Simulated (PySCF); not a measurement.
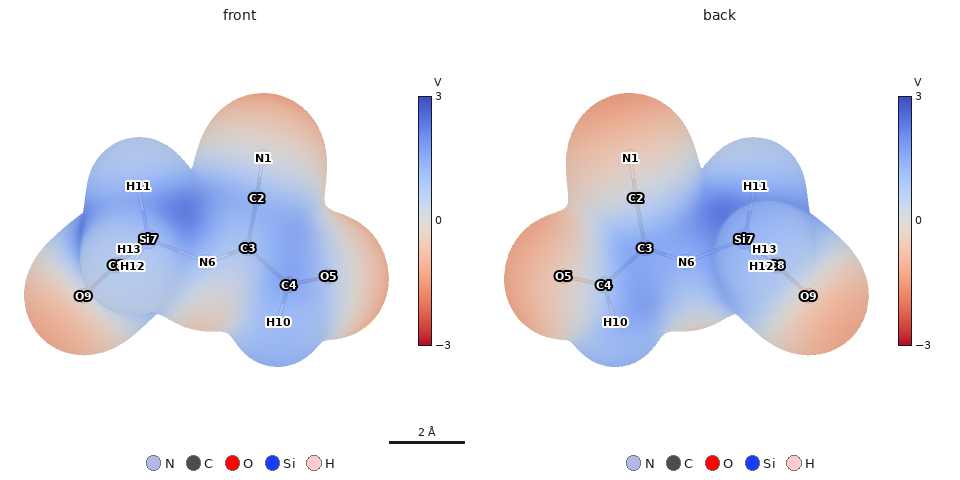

*C₄H₄N₂O₂Si (SMILES N#C/C(C=O)=N\[SiH2]C=O). The molecular electrostatic potential painted on the density surface at 0.002 e/bohr³, seen from the front and from behind; the colour scale runs from red (negative) to blue (positive).*

Geometry: GFN2-xTB.

Theory: PySCF, PBE0/pcSseg-1, SCF density, gas phase, non-relativistic.

Input

```
{"job": {"kind": "nmr", "xc": "PBE0", "basis": "pcSseg-1"}, "charge": 0, "multiplicity": 1}
N      1.226748     1.566344     2.316248
C      1.247955     0.889312     1.391523
C      1.222831     0.037626     0.249329
C      2.458815    -0.043368    -0.586196
O      3.473352     0.562532    -0.384285
N      0.215881    -0.663307    -0.089691
Si    -1.414382    -0.845212     0.358911
C     -2.212046     0.376578    -0.926896
O     -2.948891     0.022994    -1.797276
H      2.329824    -0.744206    -1.430135
H     -1.913234    -0.387977     1.656982
H     -1.709313    -2.222893     0.010615
H     -1.981927     1.452062    -0.786857
```

Launched as:

```sh
OMP_NUM_THREADS=1 python probes_run.py task.json out
```

Q: Which sites attract a positive test charge, and which a negative one?

A: A positive charge is drawn to the negative regions and a negative charge to the positive ones. The most negative region (about −1.3 V) lies over N1, the most positive (about +2.2 V) over Si7. N1 is the likeliest acceptor of a hydrogen bond.

Q: How polar is the molecule by this calculation?

A: Its dipole moment is 2.22 D.
